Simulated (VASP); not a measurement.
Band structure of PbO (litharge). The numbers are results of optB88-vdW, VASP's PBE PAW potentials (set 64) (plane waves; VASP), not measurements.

Unless said otherwise, spin-orbit coupling is left out, though it shifts the bands of the heavy elements here.

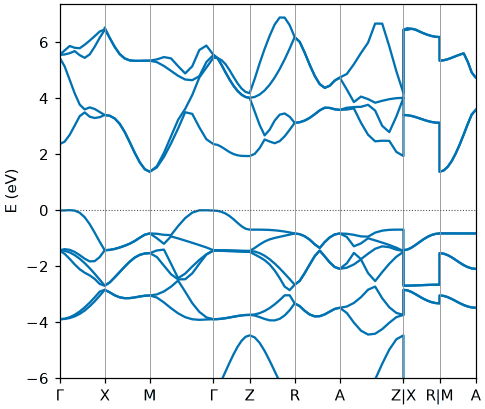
Figure: Bands along high-symmetry lines, zero at the valence-band maximum or, without a gap, the Fermi level

Read the plot: is there a gap, and where are the band edges?

The gap is indirect, 1.37 eV, from the valence maximum at Γ-X at 0.22 to the conduction minimum at M. (Edges off the drawn lines would not show.)

The compound is PbO in the litharge structure. It was relaxed first.
